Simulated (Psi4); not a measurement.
**One shape, several levels: doublet [CH5BO2]+**

Wanted: a comparison of 5 runs (U-r2SCAN/cc-pVDZ, U-revPBE/cc-pVDZ, UB2PLYP/cc-pVDZ, UPBE/cc-pVDZ, UTPSS/cc-pVDZ) of doublet [CH5BO2]+. 

The results are computed with Psi4 1.11.

1 further run of the same task is left out (it didn't finish). Runs told in other sessions of the task aren't counted.

## 1. The molecule

The species is [CH5BO2]+ (9 atoms), meant as a doublet with charge +1. SMILES of the parent species: `COBO`. Geometry: relaxed at PBE0-D4/def2-TZVP. This is one conformer, not always the lowest. That shape belongs to the parent species and isn't relaxed for this state.

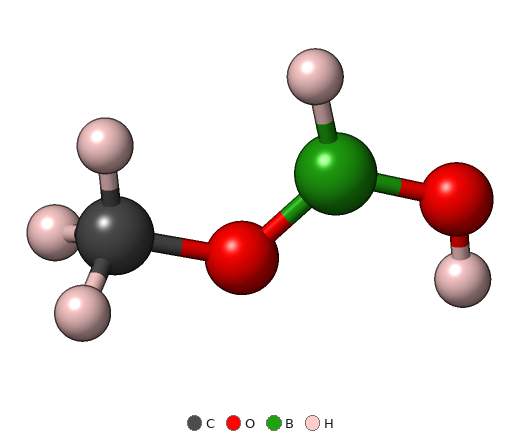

Viewed from a chosen angle; carbon dark grey, oxygen red, boron green, hydrogen pink.

## 2. Energy and gradient at U-r2SCAN/cc-pVDZ (run 1)

Input file ch5bo2.xyz:

```xyz
9
CH5BO2
C      0.281800     0.801900    -1.057400
O     -0.113500     0.454800     0.251000
B     -0.134900    -0.834100     0.671600
O     -0.524600    -1.118500     1.938500
H      0.568100    -0.079800    -1.637600
H      1.131400     1.486400    -1.006200
H     -0.544800     1.307500    -1.561700
H      0.183900    -1.738400    -0.047600
H     -0.758900    -0.326300     2.432200
```

Input file job.py:

```python
import psi4

psi4.set_memory(2200000000)
psi4.set_num_threads(1)
psi4.core.set_output_file('psi4.out', False)

with open('ch5bo2.xyz') as f:
    atoms = ''.join(f.readlines()[2:])
molecule = psi4.geometry('1 2\n' + atoms + 'symmetry c1\nno_reorient\nno_com')

psi4.set_options({
    'basis': 'cc-pVDZ',
    'reference': 'uks',
    'puream': True,
    'e_convergence': 1e-09,
    'd_convergence': 1e-08,
    'scf_type': 'pk',
    'dft_radial_points': 99,
    'dft_spherical_points': 590,
    'maxiter': 100,
})

e, wfn = psi4.gradient("r2scan", return_wfn=True)
psi4.oeprop(wfn, "DIPOLE", "MULLIKEN_CHARGES", "LOWDIN_CHARGES")
print('gradient / Eh bohr^-1')
print(e.np.round(6))
print(f'energy = {wfn.energy():.10f} Eh')
```

The run is started by

```bash
$ python job.py
```

psi4.out:

```text
[...]
  Running in c1 symmetry.
[...]
  Nuclear repulsion =  115.438950461155656
[...]
  Multiplicity = 2
[...]
  Nalpha       = 16
  Nbeta        = 15
[...]
    Number of basis functions: 81
[...]
   @UKS iter   1:  -215.85002282925470   -1.11492e-01   7.31685e-03 ADIIS/DIIS
[...]
   @UKS iter  15:  -216.00067739144791   -3.26850e-12   8.04246e-09 DIIS
[...]
   @S^2 Observed:                7.617100282E-01
[...]
  @UKS Final Energy:  -216.00067739144791
   => Energetics <=
    Nuclear Repulsion Energy =            115.4389504611556561
    One-Electron Energy =                -514.6481981648873898
    Two-Electron Energy =                 211.3344291179506342
    DFT Exchange-Correlation Energy =     -28.1258588056667698
    Empirical Dispersion Energy =           0.0000000000000000
    VV10 Nonlocal Energy =                  0.0000000000000000
    Total Energy =                       -216.0006773914479083
  UHF NO Occupations:
  HONO-2 :   14  A 1.9996590
  HONO-1 :   15  A 1.9953233
[...]
  -Total Gradient:
     Atom            X                  Y                   Z
    ------   -----------------  -----------------  -----------------
       1       -0.002907478094     0.035913032572    -0.006126529608
       2       -0.000384095277    -0.051096736002     0.016479305256
       3       -0.006889621234     0.061021412903     0.003655577170
       4       -0.002486648744    -0.000280744705     0.007916852613
       5       -0.000136844326     0.004998072737    -0.000004933053
       6       -0.005379090325    -0.017796072241    -0.004971580595
       7        0.010920152337    -0.015952202140     0.000573304476
       8        0.000726549999    -0.003165546483    -0.001230915599
       9        0.006491957685    -0.013564707576    -0.016176027965
[...]
 Multipole Moments:
 ------------------------------------------------------------------------------------
     Multipole            Electronic (a.u.)      Nuclear  (a.u.)        Total (a.u.)
 ------------------------------------------------------------------------------------
 L = 1.  Multiply by 2.5417464519 to convert [e a0] to [Debye]
 Dipole X            :          6.5329226           -6.6306710           -0.0977484
 Dipole Y            :          8.2273090           -7.5953762            0.6319328
 Dipole Z            :        -23.8569593           24.0159624            0.1590031
 Magnitude           :                                                    0.6589202
[...]
```

Standard output:

```text
gradient / Eh bohr^-1
[[-2.9070e-03  3.5913e-02 -6.1270e-03]
 [-3.8400e-04 -5.1097e-02  1.6479e-02]
 [-6.8900e-03  6.1021e-02  3.6560e-03]
 [-2.4870e-03 -2.8100e-04  7.9170e-03]
 [-1.3700e-04  4.9980e-03 -5.0000e-06]
 [-5.3790e-03 -1.7796e-02 -4.9720e-03]
 [ 1.0920e-02 -1.5952e-02  5.7300e-04]
 [ 7.2700e-04 -3.1660e-03 -1.2310e-03]
 [ 6.4920e-03 -1.3565e-02 -1.6176e-02]]
energy = -216.0006773914 Eh
```

It took 2 min on 1 thread of Intel Xeon Platinum 8259CL at 2.50GHz (Skylake/Cascade Lake), shared host; peak memory 1.2 GiB.

## 3. Energy and gradient at U-revPBE/cc-pVDZ (run 2)

Input file input.dat:

```
memory 2200 MB

molecule {
  1 2
  C      0.281800     0.801900    -1.057400
  O     -0.113500     0.454800     0.251000
  B     -0.134900    -0.834100     0.671600
  O     -0.524600    -1.118500     1.938500
  H      0.568100    -0.079800    -1.637600
  H      1.131400     1.486400    -1.006200
  H     -0.544800     1.307500    -1.561700
  H      0.183900    -1.738400    -0.047600
  H     -0.758900    -0.326300     2.432200
  symmetry c1
  no_reorient
  no_com
}

set globals {
  basis cc-pVDZ
  reference uks
  puream true
  e_convergence 1e-09
  d_convergence 1e-08
  scf_type pk
  dft_radial_points 99
  dft_spherical_points 590
  maxiter 100
}

E, wfn = gradient('revpbe', return_wfn=True)
oeprop(wfn, 'MULLIKEN_CHARGES', 'WIBERG_LOWDIN_INDICES', 'LOWDIN_CHARGES', title='REVPBE')
```

The run is started by

```bash
$ psi4 input.dat output.dat -n 1
```

output.dat:

```text
[...]
  Running in c1 symmetry.
[...]
  Nuclear repulsion =  115.438950461155656
[...]
  Multiplicity = 2
[...]
  Nalpha       = 16
  Nbeta        = 15
[...]
    Number of basis functions: 81
[...]
   @UKS iter   1:  -215.87712339879064   -4.91528e-02   7.78196e-03 DIIS/ADIIS
[...]
   @UKS iter  15:  -216.05289299146492   -7.95808e-13   6.09936e-09 DIIS
[...]
   @S^2 Observed:                7.553459044E-01
[...]
  @UKS Final Energy:  -216.05289299146492
   => Energetics <=
    Nuclear Repulsion Energy =            115.4389504611556561
    One-Electron Energy =                -514.6576901679288767
    Two-Electron Energy =                 211.3348270797482940
    DFT Exchange-Correlation Energy =     -28.1689803644399532
    Empirical Dispersion Energy =           0.0000000000000000
    VV10 Nonlocal Energy =                  0.0000000000000000
    Total Energy =                       -216.0528929914649154
  UHF NO Occupations:
  HONO-2 :   14  A 1.9998624
  HONO-1 :   15  A 1.9978709
[...]
 Multipole Moments:
 ------------------------------------------------------------------------------------
     Multipole            Electronic (a.u.)      Nuclear  (a.u.)        Total (a.u.)
 ------------------------------------------------------------------------------------
 L = 1.  Multiply by 2.5417464519 to convert [e a0] to [Debye]
 Dipole X            :          6.5202307           -6.6306710           -0.1104403
 Dipole Y            :          8.1981657           -7.5953762            0.6027895
 Dipole Z            :        -23.8101294           24.0159624            0.2058330
 Magnitude           :                                                    0.6464669
[...]
  -Total Gradient:
     Atom            X                  Y                   Z
    ------   -----------------  -----------------  -----------------
       1       -0.002847314088     0.035906439169    -0.006208201419
       2        0.001325406859    -0.055859350461     0.012544496366
       3       -0.008941320063     0.059386176395     0.010363565349
       4       -0.000460664054     0.010949674436    -0.001354821606
       5       -0.001822921735     0.008494193336     0.003953362653
       6       -0.009805940148    -0.021409924023    -0.004171266308
       7        0.014572605634    -0.018691217716     0.004067939051
       8       -0.000347572531     0.001139095330     0.000839926710
       9        0.008325628243    -0.019909175985    -0.020029704383
[...]
```

Run time: 53 s. Hardware: 1 thread of Intel Xeon Platinum 8259CL at 2.50GHz (Skylake/Cascade Lake), shared host; peak memory 1.4 GiB.

Runs 3 to 4 aren't shown in full; the table further down has their settings and results.

## 4. Energy and gradient at UTPSS/cc-pVDZ (run 5)

Input file ch5bo2.json:

```json
{
 "schema_name": "qcschema_input",
 "schema_version": 1,
 "molecule": {
  "schema_name": "qcschema_molecule",
  "schema_version": 2,
  "symbols": ["C", "O", "B", "O", "H", "H", "H", "H", "H"],
  "geometry": [0.53252482, 1.51537138, -1.9981964, -0.21448392, 0.85944744, 0.47432126, -0.25492405, -1.57622056, 1.26914007, -0.99135032, -2.11365867, 3.66323409, 1.07355341, -0.15080014, -3.0946155, 2.13803614, 2.80888891, -1.90144243, -1.02952279, 2.47081691, -2.95118529, 0.34752063, -3.2850999, -0.08995096, -1.43411316, -0.61661763, 4.59619188],
  "molecular_charge": 1,
  "molecular_multiplicity": 2,
  "fix_symmetry": "c1",
  "fix_com": true,
  "fix_orientation": true
 },
 "driver": "gradient",
 "model": {
  "method": "tpss",
  "basis": "cc-pVDZ"
 },
 "keywords": {
  "reference": "uks",
  "puream": true,
  "e_convergence": 1e-09,
  "d_convergence": 1e-08,
  "scf_type": "pk",
  "dft_radial_points": 99,
  "dft_spherical_points": 590,
  "maxiter": 100,
  "scf_properties": ["MAYER_INDICES", "DIPOLE", "WIBERG_LOWDIN_INDICES"]
 }
}
```

The run is started by

```bash
$ psi4 --qcschema ch5bo2.json -n 1 --memory 2200MB
```

stdout:

```text
[...]
  Running in c1 symmetry.
[...]
  Nuclear repulsion =  115.438950572107530
[...]
  Multiplicity = 2
[...]
  Nalpha       = 16
  Nbeta        = 15
[...]
    Number of basis functions: 81
[...]
   @UKS iter   1:  -215.98958513175299   -8.87224e-02   7.74050e-03 ADIIS/DIIS
[...]
   @UKS iter  15:  -216.15831167346576   -2.75691e-12   4.32300e-09 DIIS
[...]
   @S^2 Observed:                7.574592594E-01
[...]
  @UKS Final Energy:  -216.15831167346576
   => Energetics <=
    Nuclear Repulsion Energy =            115.4389505721075295
    One-Electron Energy =                -514.7003898935054167
    Two-Electron Energy =                 211.4014762559370126
    DFT Exchange-Correlation Energy =     -28.2983486080048685
    Empirical Dispersion Energy =           0.0000000000000000
    VV10 Nonlocal Energy =                  0.0000000000000000
    Total Energy =                       -216.1583116734657608
  UHF NO Occupations:
  HONO-2 :   14  A 1.9997727
  HONO-1 :   15  A 1.9970186
[...]
 Multipole Moments:
 ------------------------------------------------------------------------------------
     Multipole            Electronic (a.u.)      Nuclear  (a.u.)        Total (a.u.)
 ------------------------------------------------------------------------------------
 L = 1.  Multiply by 2.5417464519 to convert [e a0] to [Debye]
 Dipole X            :          6.5163403           -6.6306710           -0.1143307
 Dipole Y            :          8.1857764           -7.5953762            0.5904002
 Dipole Z            :        -23.7944551           24.0159624            0.2215074
 Magnitude           :                                                    0.6408661
[...]
  -Total Gradient:
     Atom            X                  Y                   Z
    ------   -----------------  -----------------  -----------------
       1       -0.004990252899     0.032499316790     0.001359538258
       2        0.001893607054    -0.051905024712     0.009718112948
       3       -0.009479153876     0.061918249417     0.011302122841
       4       -0.001545632228     0.007524510751     0.002867612835
       5       -0.000595544728     0.006370153436     0.000888814017
       6       -0.006880125915    -0.018336406901    -0.005364172176
       7        0.012421812039    -0.016186914519     0.001164646354
       8        0.000916124721    -0.002936027490    -0.001878103645
       9        0.008256238683    -0.018939725311    -0.020051669722
[...]
```

It took 2.3 min on 1 thread of Intel Xeon Platinum 8259CL at 2.50GHz (Skylake/Cascade Lake), shared host; peak memory 1.2 GiB.

## 5. The series

```tsv
run	level	task	frozen core orbitals	energy (Eh)	HOMO energy (eV)	LUMO energy (eV)	⟨S²⟩	wall time
1	U-r2SCAN/cc-pVDZ	gradient	0	-216.000677	-14.72	-14.01	0.762	2 min
2	U-revPBE/cc-pVDZ	gradient	0	-216.052893	-14.28	-13.99	0.755	53 s
3	UB2PLYP/cc-pVDZ (density fitting for correlation)	energy	4	-215.900997	-17.34	-11.63	0.781	45 s
4	UPBE/cc-pVDZ	gradient	0	-215.860507	-14.30	-14.05	0.755	50 s
5	UTPSS/cc-pVDZ	gradient	0	-216.158312	-14.56	-13.95	0.757	2.3 min
```

## 6. Results

```
                                 quantity          value
                      run 5: total energy  -216.15831 Eh
run 5: HOMO energy (highest over α and β)      -14.56 eV
 run 5: LUMO energy (lowest over α and β)      -13.95 eV
                              run 5: ⟨S²⟩          0.757
          run 5: largest force on an atom     3.273 eV/Å
```

What this shows: Totals of different functionals can't be ranked against each other. All runs together took 6.8 min, the longest 2.3 min.
